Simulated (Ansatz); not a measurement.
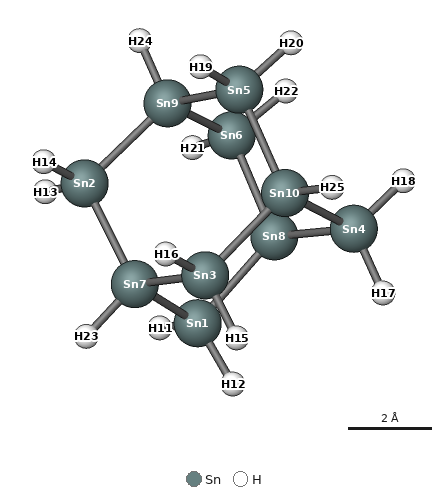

The structure as given in the input (ball-and-stick view, seen at a tilt; atoms are numbered from 1 in the order of the input). Sticks mark near contacts.

# Sn10H15: one change and its effect

System: Sn10H15 (Sn10H16 off sphere), charge +2, multiplicity 2.
Method of run A: UKS PBE-D4/def2-SVP (Ansatz 0.2.0).

The geometry: PBE-D4/def2-SVP start. Text and figures count atoms from 1; the logs count them from 0 in places.

**The input, run A**
```yaml
crystal:
  periodic: [false, false, false]
  atoms:
    - {symbol: Sn, position_ang: [0.047724, -3.412693, 0.043542]}
    - {symbol: Sn, position_ang: [0.136547, -0.150338, -3.195964]}
    - {symbol: Sn, position_ang: [-3.201908, -0.140698, 0.138844]}
    - {symbol: Sn, position_ang: [0.041541, -0.036788, 3.413772]}
    - {symbol: Sn, position_ang: [0.134779, 3.194426, 0.141555]}
    - {symbol: Sn, position_ang: [3.411707, -0.033416, 0.036086]}
    - {symbol: Sn, position_ang: [-1.567528, -1.687087, -1.558926]}
    - {symbol: Sn, position_ang: [1.502201, -1.492768, 1.499006]}
    - {symbol: Sn, position_ang: [1.672061, 1.563753, -1.567832]}
    - {symbol: Sn, position_ang: [-1.570009, 1.561984, 1.682022]}
    - {symbol: H, position_ang: [1.146759, -4.371995, -0.880063]}
    - {symbol: H, position_ang: [-0.859801, -4.387557, 1.142060]}
    - {symbol: H, position_ang: [1.161596, -1.175585, -4.135908]}
    - {symbol: H, position_ang: [-0.846248, 0.829254, -4.226519]}
    - {symbol: H, position_ang: [-4.161170, -1.154683, 1.156666]}
    - {symbol: H, position_ang: [-4.210712, 0.849192, -0.856401]}
    - {symbol: H, position_ang: [-0.871331, -1.135222, 4.383978]}
    - {symbol: H, position_ang: [1.135863, 0.886465, 4.378603]}
    - {symbol: H, position_ang: [-0.848878, 4.218794, -0.843547]}
    - {symbol: H, position_ang: [1.157155, 4.138442, 1.165513]}
    - {symbol: H, position_ang: [4.377578, -1.129399, -0.883997]}
    - {symbol: H, position_ang: [4.380494, 0.887448, 1.128694]}
    - {symbol: H, position_ang: [-2.498908, -2.819544, -2.491425]}
    - {symbol: H, position_ang: [2.795608, 2.499955, -2.506547]}
    - {symbol: H, position_ang: [-2.502221, 2.495560, 2.812889]}
basis:
  gaussian: {orbitals: def2-SVP}
total_charge: 2
magnetization: {spin_polarized: true, initial_magnetization: 1}
hamiltonian: {xc: pbe, dispersion: d4}
scf: {lower_state_search: "off"}
output: {orbitals: {seedname: orbitals}}
relax: {f_tol: 0.03, max_steps: 70}
```

Launched with:
```bash
ansatz run in.yaml --threads 2 --pin off --events-out ev --progress --plain --max-ram 22528MiB --backend cuda --devices 0, --max-vram 18GiB
```

Hardware: 2 CPU threads, shared host.

**Output, shortened to warnings, some set-up lines, iterations and results (run A)**
```
[...]
mean field evaluation 1: about -58539.4912 eV, gradient 2.0e1 eV
mean field evaluation 2: about -58505.1938 eV, gradient 5.3e1 eV
mean field evaluation 4: about -58541.8764 eV, gradient 1.1e1 eV
mean field evaluation 8: about -58542.5876 eV, gradient 7.0e0 eV
mean field evaluation 16: about -58543.2413 eV, gradient 1.4e-1 eV
[... 19 lines ...]
relax step  16: F+E_penalty+E_count = -58545.38989595 eV  Δ(F+E_penalty+E_count) = -1.272e-2 eV  max|allowed force component| = 3.343e-2 eV/Å  Δτ_max = 0.0558 Å  (21 SCF …
mean field evaluation 160: about -58544.0316 eV, gradient 2.0e-6 eV
relax step  17: F+E_penalty+E_count = -58545.39248188 eV  Δ(F+E_penalty+E_count) = -2.586e-3 eV  max|allowed force component| = 6.156e-2 eV/Å  Δτ_max = 0.0506 Å  (21 SCF …
relax step  18: F+E_penalty+E_count = -58545.39711404 eV  Δ(F+E_penalty+E_count) = -4.632e-3 eV  max|allowed force component| = 2.070e-2 eV/Å  Δτ_max = 0.0734 Å  (21 SCF …
relax step  19: F+E_penalty+E_count = -58545.39928447 eV  Δ(F+E_penalty+E_count) = -2.170e-3 eV  max|allowed force component| = 2.617e-2 eV/Å  Δτ_max = 0.0833 Å  (21 SCF …
Total energy: -58545.39937535 eV, -2151.5037435469 hartree
Atom 0 at    -0.022184    -3.767096     0.000981 Å, force    -0.010583     0.005776    -0.017644 eV/Å
Atom 1 at     0.459156     0.042982    -3.310427 Å, force     0.001594    -0.005097    -0.022811 eV/Å
Atom 2 at    -3.308526     0.066289     0.438901 Å, force    -0.026172    -0.002772    -0.001210 eV/Å
Atom 3 at    -0.191053    -0.115013     3.313495 Å, force     0.003997    -0.011619     0.021435 eV/Å
Atom 4 at     0.062011     3.383242     0.079600 Å, force     0.003367     0.002555    -0.002343 eV/Å
Atom 5 at     3.314569    -0.092241    -0.212671 Å, force     0.022999    -0.006564    -0.008097 eV/Å
Atom 6 at    -1.158102    -1.011527    -1.162544 Å, force    -0.005521    -0.009892     0.009878 eV/Å
Atom 7 at     1.129461    -1.358448     1.113996 Å, force     0.005133     0.002757     0.007120 eV/Å
Atom 8 at     1.794209     1.873737    -1.600197 Å, force     0.007303    -0.000352     0.010496 eV/Å
Atom 9 at    -1.590826     1.855676     1.819014 Å, force    -0.011946     0.008393    -0.003560 eV/Å
Atom 10 at     0.907102    -4.640756    -1.150797 Å, force     0.003847     0.000690    -0.002167 eV/Å
Atom 11 at    -1.179491    -4.604410     0.956686 Å, force    -0.003659     0.000768     0.001086 eV/Å
Atom 12 at     1.412908    -1.281581    -3.869459 Å, force    -0.011021     0.005385     0.005729 eV/Å
Atom 13 at    -0.758782     0.536612    -4.427354 Å, force     0.011966     0.001249     0.009039 eV/Å
Atom 14 at    -3.929781    -1.260168     1.351339 Å, force     0.012740     0.013831    -0.015884 eV/Å
Atom 15 at    -4.378525     0.615782    -0.799046 Å, force     0.013544    -0.009482     0.020261 eV/Å
Atom 16 at    -1.227259    -1.273689     4.057799 Å, force     0.006915     0.004047    -0.002517 eV/Å
Atom 17 at     1.099271     0.432176     4.314145 Å, force    -0.007054    -0.001442    -0.006993 eV/Å
Atom 18 at    -0.966233     4.322010    -0.936946 Å, force    -0.000101    -0.006051     0.000773 eV/Å
Atom 19 at     1.079617     4.343396     1.086387 Å, force    -0.002961     0.004032    -0.006369 eV/Å
Atom 20 at     4.063354    -1.242696    -1.256662 Å, force    -0.008881     0.010879     0.016622 eV/Å
Atom 21 at     4.312339     0.445357     1.085185 Å, force    -0.012094    -0.002276    -0.014360 eV/Å
Atom 22 at    -1.267978    -2.963748    -1.249038 Å, force     0.004616    -0.004050     0.002780 eV/Å
Atom 23 at     2.850807     2.860513    -2.553151 Å, force    -0.002110    -0.000979     0.002581 eV/Å
Atom 24 at    -2.543163     2.831099     2.886867 Å, force     0.004082     0.000213    -0.003845 eV/Å
Dipole moment:    -0.094011    -0.740622    -0.096441 e Å
[...]
```

For run B the input was changed thus:
```diff
-total_charge: 2
```

How does run B compare with run A?

The total energies belong to different systems, so their difference says nothing on which is more stable or more accurate. The HOMO goes from −11.95 to −4.93 eV. The LUMO goes from −11.43 to −4.33 eV.

**Output, shortened to warnings, some set-up lines, iterations and results (run B)**
```
[...]
mean field evaluation 1: about -58556.9300 eV, gradient 2.0e1 eV
mean field evaluation 2: about -58555.8607 eV, gradient 2.3e1 eV
mean field evaluation 4: about -58559.9535 eV, gradient 1.6e0 eV
mean field evaluation 8: about -58559.9655 eV, gradient 2.2e-1 eV
mean field evaluation 16: about -58559.9348 eV, gradient 3.0e-4 eV
relax step   1: F+E_penalty+E_count = -58561.39390225 eV  Δ(F+E_penalty+E_count) = +0.000e0 eV  max|allowed force component| = 6.741e-1 eV/Å  Δτ_max = 0.0000 Å  (19 SCF …
mean field evaluation 32: about -58560.1815 eV, gradient 2.3e-6 eV
relax step   2: F+E_penalty+E_count = -58561.64261601 eV  Δ(F+E_penalty+E_count) = -2.487e-1 eV  max|allowed force component| = 4.097e-1 eV/Å  Δτ_max = 0.1950 Å  (23 SCF …
relax step   3: F+E_penalty+E_count = -58561.78641296 eV  Δ(F+E_penalty+E_count) = -1.438e-1 eV  max|allowed force component| = 1.156e-1 eV/Å  Δτ_max = 0.2000 Å  (21 SCF …
relax step   4: F+E_penalty+E_count = -58561.79954507 eV  Δ(F+E_penalty+E_count) = -1.313e-2 eV  max|allowed force component| = 1.716e-2 eV/Å  Δτ_max = 0.0778 Å  (20 SCF …
Total energy: -58561.79963561 eV, -2152.1064419952 hartree
Atom 0 at     0.110736    -3.351264     0.108566 Å, force     0.016930    -0.012554     0.017113 eV/Å
Atom 1 at     0.108605    -0.119410    -3.147008 Å, force     0.000762    -0.000948     0.001595 eV/Å
Atom 2 at    -3.149961    -0.114368     0.111481 Å, force     0.001818    -0.000258     0.000275 eV/Å
Atom 3 at     0.105725    -0.102102     3.351282 Å, force     0.017145    -0.017162     0.012435 eV/Å
Atom 4 at     0.106351     3.146877     0.110625 Å, force     0.000608    -0.001913     0.000840 eV/Å
Atom 5 at     3.350444    -0.098589     0.100706 Å, force     0.012046    -0.017074     0.017107 eV/Å
Atom 6 at    -1.537104    -1.736200    -1.531621 Å, force    -0.011437     0.001872    -0.011787 eV/Å
Atom 7 at     1.775526    -1.765767     1.771637 Å, force     0.004669    -0.004405     0.004564 eV/Å
Atom 8 at     1.723203     1.536644    -1.540028 Å, force    -0.001882     0.011900    -0.011845 eV/Å
Atom 9 at    -1.539641     1.534444     1.730067 Å, force    -0.011711     0.011877    -0.001691 eV/Å
Atom 10 at     1.086228    -4.388396    -0.892032 Å, force    -0.011534     0.010378     0.001778 eV/Å
Atom 11 at    -0.882292    -4.395811     1.083819 Å, force     0.001353     0.010902    -0.011386 eV/Å
Atom 12 at     1.113772    -1.122512    -4.147901 Å, force    -0.000287     0.000518    -0.004904 eV/Å
Atom 13 at    -0.867282     0.850418    -4.207984 Å, force    -0.003056     0.003135    -0.003670 eV/Å
Atom 14 at    -4.162521    -1.111544     1.110710 Å, force    -0.004071     0.000150    -0.000135 eV/Å
Atom 15 at    -4.199612     0.862833    -0.869521 Å, force    -0.003956     0.002413    -0.002386 eV/Å
Atom 16 at    -0.889580    -1.077651     4.393420 Å, force     0.001505     0.011415    -0.010841 eV/Å
Atom 17 at     1.077247     0.899847     4.390808 Å, force    -0.011366    -0.001786    -0.010693 eV/Å
Atom 18 at    -0.869899     4.204410    -0.862618 Å, force    -0.002952     0.003604    -0.003010 eV/Å
Atom 19 at     1.109771     4.151321     1.111911 Å, force    -0.000274     0.004835    -0.000429 eV/Å
Atom 20 at     4.391123    -1.072499    -0.897697 Å, force    -0.010632     0.011412     0.001683 eV/Å
Atom 21 at     4.391127     0.902911     1.071394 Å, force    -0.010706    -0.001719    -0.011179 eV/Å
Atom 22 at    -2.551007    -2.737274    -2.544011 Å, force     0.015134     0.003393     0.014954 eV/Å
Atom 23 at     2.716981     2.552499    -2.557638 Å, force    -0.003005    -0.015104     0.014989 eV/Å
Atom 24 at    -2.555040     2.548682     2.727738 Å, force     0.014900    -0.014877    -0.003376 eV/Å
Dipole moment:     0.010409    -0.011559     0.012233 e Å
[...]
```

**The two runs side by side**

| quantity | run A | run B |
| --- | --- | --- |
| outcome | converged | converged |
| total energy (hartree) | −2151.503744 | −2152.106442 |
| HOMO (eV) | −11.95 | −4.93 |
| LUMO (eV) | −11.43 | −4.33 |
| ⟨S²⟩ | 0.753 | 0.752 |
| largest force (eV/Å) | 0.026 | 0.027 |
| basis functions | 335 | 335 |
| dipole moment (D) | – | 0.10 |
| wall time (shared host) | 1.8 min | 18 s |
